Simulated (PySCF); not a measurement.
SMILES COB(C)[SeH] at its PBE0/def2-SVP optimised geometry (Å):

```
12

B      0.0875     0.5260     0.0000
C      0.9064     1.8670     0.0003
H      1.9888     1.6707     0.0001
H      0.6627     2.4788     0.8841
H      0.6623     2.4801    -0.8824
O      0.7541    -0.6466     0.0000
C      0.1980    -1.9332     0.0028
H     -0.9050    -1.9209     0.0020
H      0.5419    -2.4801    -0.8883
H      0.5405    -2.4756     0.8974
Se    -1.8928     0.5260     0.0000
H     -1.9888     1.9910     0.0000
```

Level of theory: PBE0/def2-TZVP in PySCF.

Map of the log10 of the electron density (e/bohr³), floored at −4 on the plane z = 1.2 Å:

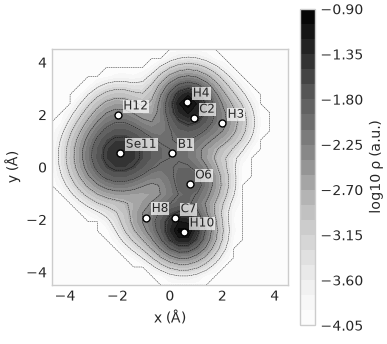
Figure: Log10 of the electron density (e/bohr³), floored at −4 on the plane z = 1.2 Å.
